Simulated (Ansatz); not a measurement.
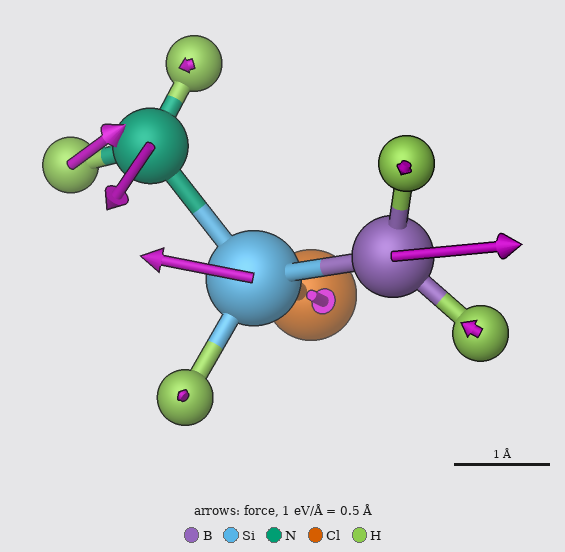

Starting geometry of BSiNH5Cl with the computed forces as purple arrows. Style: ball-and-stick. Shown at a tilt.

The run prepares an end point of a later path (torsion) calculation, from a guessed geometry.

Theory: RKS B3LYP-D4/def2-SVP (Ansatz).

Input
```yaml
crystal:
  periodic: [false, false, false]
  atoms:
    - { symbol: B, position_ang: [-0.5347, 1.3569, -0.5971] }
    - { symbol: Si, position_ang: [0.3646, -0.2719, -0.3536] }
    - { symbol: "N", position_ang: [0.3891, -0.6647, 1.3771] }
    - { symbol: Cl, position_ang: [-0.5434, -1.7864, -1.3948] }
    - { symbol: H, position_ang: [-0.7259, 1.8297, -1.7149] }
    - { symbol: H, position_ang: [-1.0222, 1.9957, 0.3213] }
    - { symbol: H, position_ang: [1.7661, -0.1307, -0.8624] }
    - { symbol: H, position_ang: [0.9551, -1.565, 1.4694] }
    - { symbol: H, position_ang: [-0.5602, -0.8099, 1.7379] }
basis:
  gaussian: { orbitals: def2-SVP }
hamiltonian:
  xc: b3lyp
  dispersion: d4
relax:
  f_tol: 0.015
  max_steps: 40
```

Command:
```bash
ansatz run input.yaml --threads 1 --pin off --max-ram 2048MiB --backend cpu --events-out ev --progress --plain --runs-dir out
```

### What follows when this structure is relaxed?

It isn't relaxed: the largest force vector, on B1, is 3.09 eV/Å. The final displacements have little in common with the starting forces (cosine between the two patterns 0.16). Over 13 geometry steps the energy falls by 10.8 kcal/mol. The largest force component goes from 2.4 to 0.012 eV/Å. The largest move after the best rigid fit is that of H6, 0.77 Å. By element the largest moves are H 0.77 Å, Cl 0.53 Å, N 0.16 Å, Si 0.11 Å, B 0.10 Å. Among the contacts that change: B1–Si2 1.876 → 1.984 Å, Si2–Cl4 2.050 → 2.145 Å, Si2–N3 1.775 → 1.717 Å, N3–H8 1.067 → 1.016 Å. Among the angles between lasting bonds that change: B1–Si2–Cl4 111.3° → 89.7°, Si2–N3–H8 106.2° → 121.3°, B1–Si2–H7 108.8° → 122.1°. Groups turn about B1–Si2 by about 35°.
